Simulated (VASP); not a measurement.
# InAg3 with r2SCAN: from relaxation to properties, part 2 of 5

What structure does InAg3 take at this level, and what are its properties? The start is a cell from a database of measured crystal structures.

VASP 6.6.1; r2SCAN; plane waves and PAW (In_d, Ag).

Still holding for the runs below: The k-mesh is coarse for a metal.

So far. Step 2 (Relaxing cell and atoms (r2SCAN)): It ends with forces that vanish by symmetry and a pressure of 0.00 GPa. The volume lies +2.8 % from that of the database's start.

## 3. Second relaxation

A relaxation keeps the plane waves of the cell it began with, so it is repeated from the new cell, on a basis made for it.

INCAR reads:

```
SYSTEM = InAg3
PREC = Accurate
ENCUT = 400
EDIFF = 1E-06
NELM = 100
ISMEAR = 1
SIGMA = 0.2
LREAL = .FALSE.
ALGO = Normal
METAGGA = R2SCAN
LASPH = .TRUE.
NBANDS = 29
LORBIT = 11
LWAVE = .FALSE.
LCHARG = .FALSE.
KPAR = 4
IBRION = 2
NSW = 60
ISIF = 3
EDIFFG = -0.01
```

POSCAR reads:

```
InAg3
1.0
    4.1818040889      0.0000000000      0.0000000000
    0.0000000000      4.1818040889      0.0000000000
    0.0000000000      0.0000000000      4.1818040889
In Ag
1 3
Direct
    0.0000000000      0.0000000000      0.0000000000
    0.0000000000      0.5000000000      0.5000000000
    0.5000000000      0.0000000000      0.5000000000
    0.5000000000      0.5000000000      0.0000000000
```

KPOINTS reads:

```
Automatic mesh
0
Gamma
7 7 7
0 0 0
```

PAW data sets: In_d and Ag (PBE family, release 64).

Launch:

```bash
> mpirun -np 4 vasp_std
```

The log of the run:

```text
[banner, memory and clock lines left out]
running    4 mpi-ranks, on    1 nodes
 distrk:  each k-point on    1 cores,    4 groups
 distr:  one band on    1 cores,    1 groups

 POSCAR found type information on POSCAR InAg
 POSCAR found :  2 types and       4 ions
 [... a notice as in an earlier step ...]

 LDA part: xc-table for (None), standard interpolation
 POSCAR, INCAR and KPOINTS ok, starting setup
 FFT: planning ... GRIDC
 FFT: planning ... GRID_SOFT
 FFT: planning ... GRID
 WAVECAR not read
 entering main loop
       N       E                     dE             d eps       ncg     rms          rms(c)
DAV:   1     0.281523919566E+03    0.28152E+03   -0.19411E+04  1168   0.163E+03
DAV:   2    -0.756626469187E+02   -0.35719E+03   -0.33843E+03  1233   0.416E+02
DAV:   3    -0.994380997434E+02   -0.23775E+02   -0.23366E+02  1298   0.116E+02
DAV:   4    -0.999915263484E+02   -0.55343E+00   -0.55290E+00  1370   0.163E+01
DAV:   5    -0.100017464922E+03   -0.25939E-01   -0.25936E-01  1676   0.363E+00    0.116E+01
DAV:   6    -0.869586366528E+02    0.13059E+02   -0.17470E+01  1205   0.406E+01    0.889E+00
DAV:   7    -0.868425270062E+02    0.11611E+00   -0.53576E-01  1230   0.674E+00    0.491E+00
DAV:   8    -0.868558933518E+02   -0.13366E-01   -0.20845E-01  1305   0.365E+00    0.909E-01
DAV:   9    -0.868469855045E+02    0.89078E-02   -0.40389E-02  1285   0.186E+00    0.113E-01
DAV:  10    -0.868477468440E+02   -0.76134E-03   -0.25385E-03  1492   0.294E-01    0.230E-01
DAV:  11    -0.868477297263E+02    0.17118E-04   -0.13828E-04  1623   0.694E-02    0.278E-01
DAV:  12    -0.868478589240E+02   -0.12920E-03   -0.20501E-04  1496   0.151E-01    0.150E-01
DAV:  13    -0.868478818848E+02   -0.22961E-04   -0.55477E-05  1280   0.592E-02    0.727E-02
DAV:  14    -0.868478795525E+02    0.23323E-05   -0.12511E-05  1280   0.261E-02    0.252E-02
DAV:  15    -0.868478783444E+02    0.12081E-05   -0.82952E-07   780   0.944E-03    0.174E-02
DAV:  16    -0.868478770141E+02    0.13303E-05   -0.10914E-06   700   0.107E-02    0.105E-03
DAV:  17    -0.868478770345E+02   -0.20416E-07   -0.68068E-08   670   0.301E-03
   1 F= -.86847877E+02 E0= -.86847841E+02  d E =-.868479E+02
 curvature:   0.00 expect dE= 0.000E+00 dE for cont linesearch  0.000E+00
 trial: gam= 0.00000 g(F)=  0.000E+00 g(S)=  0.531E-04 ort = 0.000E+00 (trialstep = 0.100E+01)
 search vector abs. value=  0.531E-04
 reached required accuracy - stopping structural energy minimisation
```

The job ended after 27 s (4 MPI ranks of Intel Xeon 6975P-C (Granite Rapids), shared host; peak memory 0.66 GiB).

Parts of OUTCAR (step 3):

```text
  LATTYP: Found a simple cubic cell.
 ALAT       =     4.1818040889

The static configuration has the point symmetry O_h .

 Found     20 irreducible k-points:

   ENCUT  =  400.0 eV  29.40 Ry    5.42 a.u.   6.82  6.82  6.82*2*pi/ulx,y,z

   NELECT =      46.0000    total number of electrons

 E-fermi :   8.9289

 k-point     1 :       0.0000    0.0000    0.0000
  band No.  band energies     occupation
    ...
     20       5.3795      2.00000
     21       5.3795      2.00000
     22       8.7497      2.02141
     23       8.7497      2.02141
     24       8.7497      2.02141
     25      12.0943     -0.00000
     26      13.7899      0.00000
     27      13.7899      0.00000
     28      17.4489      0.00000
     29      17.4489      0.00000

 k-point     2 :       0.1429    0.0000    0.0000
  band No.  band energies     occupation
    ...
     18       5.0114      2.00000
     19       5.1464      2.00000
     20       5.1464      2.00000
     21       5.3797      2.00000
     22       7.5429      2.00000
     23       9.2256     -0.05676
     24       9.2256     -0.05676
     25      12.4952     -0.00000
     26      13.8558      0.00000
     27      14.9164      0.00000
    ...

  Total        0.0383165      0.0383165      0.0383165      0.0000000     -0.0000000      0.0000000
  in kB        0.8394693      0.8394693      0.8394693      0.0000000     -0.0000000      0.0000000
  external PRESSURE =       0.8394693 kB  Pullay stress =       0.0000000 kB

  energy-cutoff  :      400.00
  volume of cell :       73.13
      direct lattice vectors                 reciprocal lattice vectors
     4.181804089  0.000000000  0.000000000     0.239131241  0.000000000  0.000000000
     0.000000000  4.181804089  0.000000000     0.000000000  0.239131241  0.000000000
     0.000000000  0.000000000  4.181804089     0.000000000  0.000000000  0.239131241

 POSITION                                       TOTAL-FORCE (eV/Angst)
 -----------------------------------------------------------------------------------
      0.00000      0.00000      0.00000         0.000000      0.000000      0.000000
      0.00000      2.09090      2.09090         0.000000      0.000000      0.000000
      2.09090      0.00000      2.09090         0.000000      0.000000      0.000000
      2.09090      2.09090      0.00000         0.000000      0.000000      0.000000
 -----------------------------------------------------------------------------------
    total drift:                                0.000000      0.000000      0.000000

  FREE ENERGIE OF THE ION-ELECTRON SYSTEM (eV)
  ---------------------------------------------------
  free  energy   TOTEN  =       -86.8478770345 eV

  energy  without entropy=      -86.8477696331  energy(sigma->0) =      -86.84784123

 total charge
# of ion       s       p       d       tot
------------------------------------------
    1        0.859   0.723   9.869  11.451
    2        0.429   0.320   9.160   9.909
    3        0.429   0.320   9.160   9.909
    4        0.429   0.320   9.160   9.909
--------------------------------------------------
tot          2.147   1.683  37.350  41.179

[... 5 parts as in an earlier step ...]

[... 6 further parts left out ...]
```

CONTCAR:

```
InAg3
   1.00000000000000
     4.1818040888999999    0.0000000000000000    0.0000000000000000
     0.0000000000000000    4.1818040888999999    0.0000000000000000
     0.0000000000000000    0.0000000000000000    4.1818040888999999
  In              Ag
     1     3
Direct
     0.0000000000000000    0.0000000000000000    0.0000000000000000
     0.0000000000000000    0.5000000000000000    0.5000000000000000
     0.5000000000000000    0.0000000000000000    0.5000000000000000
     0.5000000000000000    0.5000000000000000    0.0000000000000000
```

Little changed from the start: no atom moved by 0.005 Å and no cell edge by 0.1 %.

This step gave:

* free energy (TOTEN): -86.8479 eV
* pressure: 0.08395 GPa
* SCF cycles over all ionic steps: 17

It ends with forces that vanish by symmetry and a pressure of 0.08 GPa. The volume moved by under 0.01 %: the run met its threshold at the first step.

## 4. Single point with fields (r2SCAN)

The relaxed cell gets a fresh self-consistent run, on a basis set for its own volume, to fix the density and to check the remaining stress.

Edit INCAR of step 3 so:

```diff
@@ -14,7 +14,5 @@
 LWAVE = .FALSE.
-LCHARG = .FALSE.
-KPAR = 4
-IBRION = 2
-NSW = 60
-ISIF = 3
-EDIFFG = -0.01
+LCHARG = .TRUE.
+ISIF = 2
+LELF = .TRUE.
+LVHAR = .TRUE.
```

POSCAR is that of step 3.

KPOINTS is that of step 3.

Launch:

```bash
> mpirun -np 4 vasp_std
```

The log of the run:

```text
[banner, memory and clock lines left out]
running    4 mpi-ranks, on    1 nodes
 distrk:  each k-point on    4 cores,    1 groups
 distr:  one band on    1 cores,    4 groups

 POSCAR found type information on POSCAR InAg
 POSCAR found :  2 types and       4 ions
 [... a notice as in an earlier step ...]

 LDA part: xc-table for (None), standard interpolation
|                                                                             |
|           W    W    AA    RRRRR   N    N  II  N    N   GGGG   !!!           |
|           W    W   A  A   R    R  NN   N  II  NN   N  G    G  !!!           |
|           W    W  A    A  R    R  N N  N  II  N N  N  G       !!!           |
|           W WW W  AAAAAA  RRRRR   N  N N  II  N  N N  G  GGG   !            |
|           WW  WW  A    A  R   R   N   NN  II  N   NN  G    G                |
|           W    W  A    A  R    R  N    N  II  N    N   GGGG   !!!           |
|                                                                             |
|     The number of bands has been changed from the values supplied in        |
|     The orbitals not found in the WAVECAR file will be initialized with     |
|     random numbers, which is usually adequate. For correlated               |
|     calculations, however, you should redo the groundstate calculation.     |
|     I found NBANDS = 29. Now, NBANDS = 32.                                  |
|                                                                             |

 POSCAR, INCAR and KPOINTS ok, starting setup
 FFT: planning ... GRIDC
 FFT: planning ... GRID_SOFT
 FFT: planning ... GRID
 WAVECAR not read
 entering main loop
       N       E                     dE             d eps       ncg     rms          rms(c)
DAV:   1     0.273036404282E+03    0.27304E+03   -0.19204E+04  1288   0.147E+03
DAV:   2    -0.775130992288E+02   -0.35055E+03   -0.32631E+03  1360   0.390E+02
DAV:   3    -0.994780109173E+02   -0.21965E+02   -0.21691E+02  1496   0.105E+02
DAV:   4    -0.999936105236E+02   -0.51560E+00   -0.51538E+00  1496   0.145E+01
DAV:   5    -0.100017572832E+03   -0.23962E-01   -0.23962E-01  1920   0.298E+00    0.116E+01
DAV:   6    -0.869610832885E+02    0.13056E+02   -0.15445E+01  1376   0.368E+01    0.885E+00
DAV:   7    -0.868428347738E+02    0.11825E+00   -0.46806E-01  1336   0.607E+00    0.491E+00
DAV:   8    -0.868557313989E+02   -0.12897E-01   -0.17628E-01  1448   0.325E+00    0.899E-01
DAV:   9    -0.868469995041E+02    0.87319E-02   -0.34350E-02  1512   0.164E+00    0.118E-01
DAV:  10    -0.868477514673E+02   -0.75196E-03   -0.23015E-03  1608   0.265E-01    0.218E-01
DAV:  11    -0.868477056424E+02    0.45825E-04   -0.12309E-04  1800   0.690E-02    0.283E-01
DAV:  12    -0.868478808239E+02   -0.17518E-03   -0.41798E-04  1632   0.188E-01    0.834E-02
DAV:  13    -0.868478815196E+02   -0.69566E-06   -0.72948E-06  1536   0.228E-02
   1 F= -.86847882E+02 E0= -.86847844E+02  d E =-.113845E-03
```

Elapsed: 22 s, on 4 MPI ranks; peak memory 0.46 GiB.

From OUTCAR (step 4):

```text
The static configuration has the point symmetry O_h .

 Found     20 irreducible k-points:

   k-points           NKPTS =     20   k-points in BZ     NKDIM =     20   number of bands    NBANDS=     32

   NELECT =      46.0000    total number of electrons

 E-fermi :   8.9286

 k-point     1 :       0.0000    0.0000    0.0000
  band No.  band energies     occupation
    ...
     20       5.3784      2.00000
     21       5.3784      2.00000
     22       8.7496      2.02114
     23       8.7496      2.02114
     24       8.7496      2.02114
     25      12.0936     -0.00000
     26      13.7900      0.00000
     27      13.7900      0.00000
     28      17.4482      0.00000
     29      17.4482      0.00000
    ...

 k-point     2 :       0.1429    0.0000    0.0000
  band No.  band energies     occupation
    ...
     18       5.0102      2.00000
     19       5.1453      2.00000
     20       5.1453      2.00000
     21       5.3786      2.00000
     22       7.5427      2.00000
     23       9.2254     -0.05671
     24       9.2254     -0.05671
     25      12.4946     -0.00000
     26      13.8560      0.00000
     27      14.9164      0.00000
    ...

  Total        0.0528206      0.0528206      0.0528206      0.0000000      0.0000000      0.0000000
  in kB        1.1572390      1.1572390      1.1572390      0.0000000      0.0000000      0.0000000
  external PRESSURE =       1.1572390 kB  Pullay stress =       0.0000000 kB

  FREE ENERGIE OF THE ION-ELECTRON SYSTEM (eV)
  ---------------------------------------------------
  free  energy   TOTEN  =       -86.8478815196 eV

  energy  without entropy=      -86.8477676750  energy(sigma->0) =      -86.84784357

 total charge
# of ion       s       p       d       tot
------------------------------------------
    1        0.859   0.723   9.869  11.451
    2        0.429   0.320   9.160   9.909
    3        0.429   0.320   9.160   9.909
    4        0.429   0.320   9.160   9.909
--------------------------------------------------
tot          2.147   1.683  37.350  41.180

[... 8 parts as in an earlier step ...]

[... 5 further parts left out ...]
```

Numbers from this step:

```yaml
scf_cycles: 13
bands: 32
pressure: 0.1157 GPa
```

Valence electrons inside each PAW sphere by angular momentum. Sphere charges, by row:

```
atom  s (e)  p (e)  d (e)  tot (e)
 In1  0.859  0.723  9.869    11.45
 Ag2  0.429   0.32   9.16    9.909
 Ag3  0.429   0.32   9.16    9.909
 Ag4  0.429   0.32   9.16    9.909
```

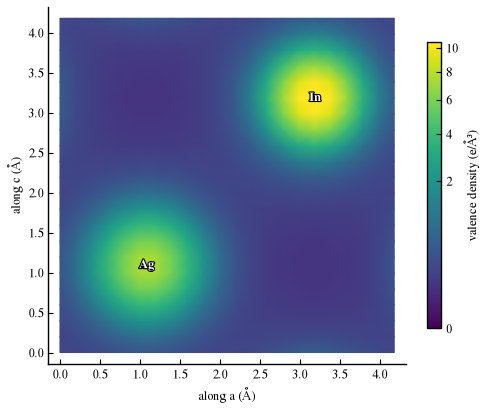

Valence density in the ac plane at fractional y = 0.000, with atoms of In and Ag within 0.2 Å of it. It is the smooth field of the valence electrons, not physical close to the nuclei. The map starts off the cell's origin, so that atoms lie inside it. The colour scale is stretched toward low values.

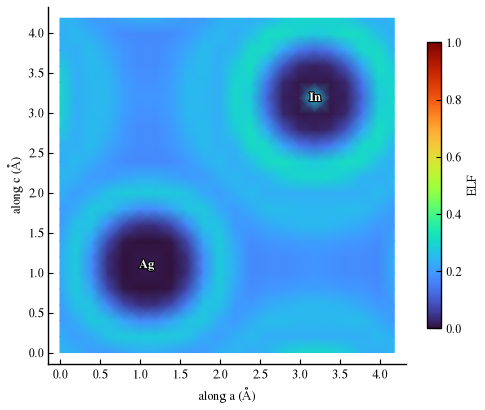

ELF in the ac plane at fractional y = 0.000, with atoms of In and Ag within 0.2 Å of it. It is the smooth field of the valence electrons, not physical close to the nuclei. The map starts off the cell's origin, so that atoms lie inside it.

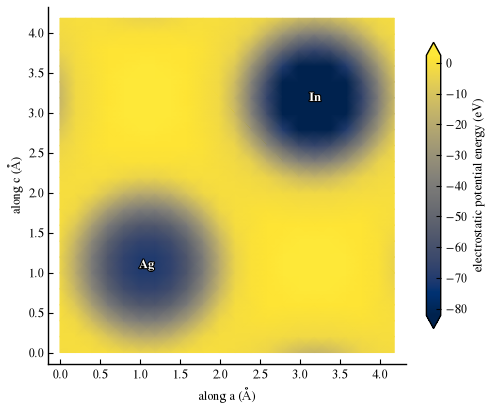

Electrostatic potential energy in the ac plane at fractional y = 0.000, with atoms of In and Ag within 0.2 Å of it. With pseudopotentials it is smooth inside the atoms' cores, unlike the true potential. The map starts off the cell's origin, so that atoms lie inside it.

In this run the pressure is 0.12 GPa, small enough to go on.

## 5. Bands along the symmetry lines (r2SCAN)

The mesh alone shows little of the dispersion and can miss band extrema, so KPOINTS_OPT adds a path through the symmetry points after the self-consistent cycle.

INCAR reads:

```
SYSTEM = InAg3
PREC = Accurate
ENCUT = 400
EDIFF = 1E-06
NELM = 100
ISMEAR = 1
SIGMA = 0.2
LREAL = .FALSE.
ALGO = Normal
METAGGA = R2SCAN
LASPH = .TRUE.
NBANDS = 37
LORBIT = 11
LWAVE = .FALSE.
LCHARG = .FALSE.
KPAR = 4
```

POSCAR is that of step 4.

KPOINTS is that of step 4.

KPOINTS_OPT reads:

```
Line mode
16
Line-mode
Reciprocal
  0.00000000   0.00000000   0.00000000 GAMMA
  0.00000000   0.50000000   0.00000000 X

  0.00000000   0.50000000   0.00000000 X
  0.50000000   0.50000000   0.00000000 M

  0.50000000   0.50000000   0.00000000 M
  0.00000000   0.00000000   0.00000000 GAMMA

  0.00000000   0.00000000   0.00000000 GAMMA
  0.50000000   0.50000000   0.50000000 R

  0.50000000   0.50000000   0.50000000 R
  0.00000000   0.50000000   0.00000000 X

  0.50000000   0.50000000   0.00000000 M
  0.50000000   0.50000000   0.50000000 R
```

Launch:

```bash
> mpirun -np 4 vasp_std
```

The log of the run:

```text
[... set-up lines as in an earlier step ...]
 entering main loop
       N       E                     dE             d eps       ncg     rms          rms(c)
DAV:   1     0.271658958651E+03    0.27166E+03   -0.18459E+04  1506   0.127E+03
DAV:   2    -0.744464000869E+02   -0.34611E+03   -0.31852E+03  1498   0.343E+02
DAV:   3    -0.993565045725E+02   -0.24910E+02   -0.24368E+02  1665   0.960E+01
DAV:   4    -0.999879837369E+02   -0.63148E+00   -0.63077E+00  1719   0.138E+01
DAV:   5    -0.100017411198E+03   -0.29427E-01   -0.29423E-01  2147   0.306E+00    0.116E+01
DAV:   6    -0.869632011667E+02    0.13054E+02   -0.12842E+01  1659   0.319E+01    0.881E+00
DAV:   7    -0.868432630367E+02    0.11994E+00   -0.39073E-01  1625   0.524E+00    0.491E+00
DAV:   8    -0.868554491595E+02   -0.12186E-01   -0.14014E-01  1672   0.274E+00    0.906E-01
DAV:   9    -0.868470250292E+02    0.84241E-02   -0.27551E-02  1696   0.138E+00    0.136E-01
DAV:  10    -0.868477707791E+02   -0.74575E-03   -0.21714E-03  1961   0.242E-01    0.218E-01
DAV:  11    -0.868477846672E+02   -0.13888E-04   -0.79764E-05  2050   0.369E-02    0.235E-01
DAV:  12    -0.868478831346E+02   -0.98467E-04   -0.16006E-04  1975   0.106E-01    0.128E-01
DAV:  13    -0.868478837015E+02   -0.56697E-06   -0.88913E-06  1683   0.219E-02
   1 F= -.86847884E+02 E0= -.86847845E+02  d E =-.115737E-03
 Start KPOINTS_OPT (optional k-point list driver)
k-point batch [1-20\96]
       N       E                     dE             ncg
DAV:   1     0.928762952481E+04   -0.17491E+04     1498
DAV:   2     0.220301535041E+04   -0.70846E+04     1508
DAV:   3     0.170078508646E+04   -0.50223E+03     1602
DAV:   4     0.168760381227E+04   -0.13181E+02     1803
DAV:   5     0.168702078676E+04   -0.58303E+00     2114
DAV:   6     0.168701323928E+04   -0.75475E-02     1840
DAV:   7     0.168701296911E+04   -0.27017E-03     2151
DAV:   8     0.168701296626E+04   -0.28441E-05     1547
DAV:   9     0.168701296613E+04   -0.13060E-06     1023
[...]
k-point batch [81-96\96]
       N       E                     dE             ncg
DAV:   1     0.109037383296E+05   -0.15560E+05     1210
DAV:   2     0.538844295787E+04   -0.55153E+04     1194
DAV:   3     0.500458217960E+04   -0.38386E+03     1399
DAV:   4     0.499373207408E+04   -0.10850E+02     1491
DAV:   5     0.499324882533E+04   -0.48325E+00     1740
DAV:   6     0.499324380863E+04   -0.50167E-02     1494
DAV:   7     0.499324358054E+04   -0.22809E-03     1711
DAV:   8     0.499324357826E+04   -0.22800E-05     1252
DAV:   9     0.499324357816E+04   -0.10224E-06      947
```

Run time: 65 s. Hardware: 4 MPI ranks; peak memory 0.76 GiB; 4 min of CPU time.

Parts of OUTCAR (step 5):

```text
   k-points           NKPTS =     20   k-points in BZ     NKDIM =     20   number of bands    NBANDS=     37

   NELECT =      46.0000    total number of electrons

 E-fermi :   8.9290

 k-point     1 :       0.0000    0.0000    0.0000
  band No.  band energies     occupation
    ...
     20       5.3797      2.00000
     21       5.3797      2.00000
     22       8.7496      2.02167
     23       8.7496      2.02167
     24       8.7496      2.02167
     25      12.0937     -0.00000
     26      13.7906      0.00000
     27      13.7906      0.00000
     28      17.4481      0.00000
     29      17.4481      0.00000
    ...

  Total       -0.0103705     -0.0103705     -0.0103705     -0.0000000     -0.0000000      0.0000000
  in kB       -0.2272066     -0.2272066     -0.2272066     -0.0000000     -0.0000000      0.0000000
  external PRESSURE =      -0.2272066 kB  Pullay stress =       0.0000000 kB

  FREE ENERGIE OF THE ION-ELECTRON SYSTEM (eV)
  ---------------------------------------------------
  free  energy   TOTEN  =       -86.8478837015 eV

  energy  without entropy=      -86.8477679647  energy(sigma->0) =      -86.84784512

[... 8 parts as in an earlier step ...]

[... 9 further parts left out ...]
```

Spin-orbit coupling is off here; with elements this heavy it splits and shifts levels by tenths of an eV or more.

This step gave:

```
bands    : 37
pressure : -0.02272 GPa
```

The electronic bands at the labelled points (eV, zero at the Fermi level; # counts the bands kept, so #1 is VASP's band 6):

```
    point    #16    #17    #18    #19    #20   #21   #22   #23
        Γ  -3.55  -0.18  -0.18  -0.18   3.17  4.86  4.86  8.52
        X  -4.14  -3.55   3.31   3.31   3.64  4.50  4.50  5.86
        M  -3.28  -2.50  -1.83  -1.83   5.64  5.88  7.18  7.18
        Γ  -3.55  -0.18  -0.18  -0.18   3.17  4.86  4.86  8.52
        R  -2.32  -2.32  -2.32  -0.64  -0.49  1.99  1.99  1.99
        X  -4.14  -3.55   3.31   3.31   3.64  4.50  4.50  5.86
jump to M  -3.28  -2.50  -1.83  -1.83   5.64  5.88  7.18  7.18
        R  -2.32  -2.32  -2.32  -0.64  -0.49  1.99  1.99  1.99
```

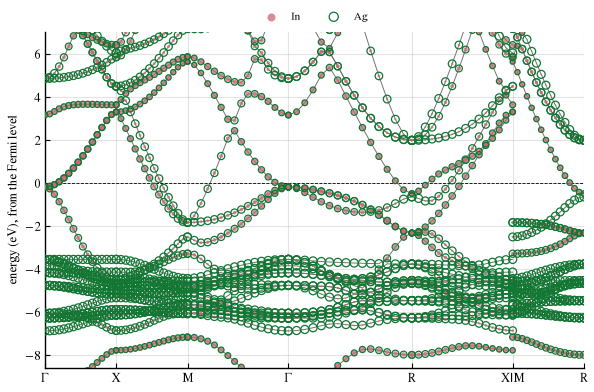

Electronic bands along the path; dots are coloured as in the legend, and their area grows with the weight.

There is no gap at this level.

(Continued in part 3 of 5.)

[Lines on the potential files, build, host, timing and source positions are cut from VASP's logs without a mark.]

[Logs are printed without paths, hosts, clocks, repeated set-up lines and the standing remarks that a program may print on its own settings, such as how far it seeks lower states.]

[Hosts, paths, dates, database ids (printed as entryN), source tags and the programs' standing remarks are cut or masked in the printed files.]

[A measured line is paired with the nearest computed mode of its activity, which favours agreement.]
